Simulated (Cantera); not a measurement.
Charge: 1 mol Fe₃O₄, 0.72 mol CO, held at 27.0 mbar.

Cantera equilibrium calculation (NASA polynomials, part measured and part estimated; ideal gas, pure solids and liquids). Candidate condensed phases: C, Fe, Fe(CO)₅, FeO, Fe₂O₃, Fe₃O₄; 15 gas species. Mutual solubility and eutectic melting of coexisting phases are not modelled. The tables' stoichiometric FeO is somewhat more stable than real wüstite, so its field is too wide. FeO: taken at fixed stoichiometry. Equilibrium is a limit: real reactors are often held back by kinetics, nucleation or transport.

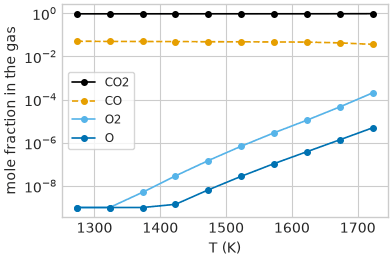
Fig. 1. Equilibrium gas composition (values under 1e-9 drawn at 1e-9)

From 1273 K to 1623 K the condensed part is FeO(s) + Fe₃O₄(s). From 1673 K to 1723 K the condensed part is FeO(l) + Fe₃O₄(s).
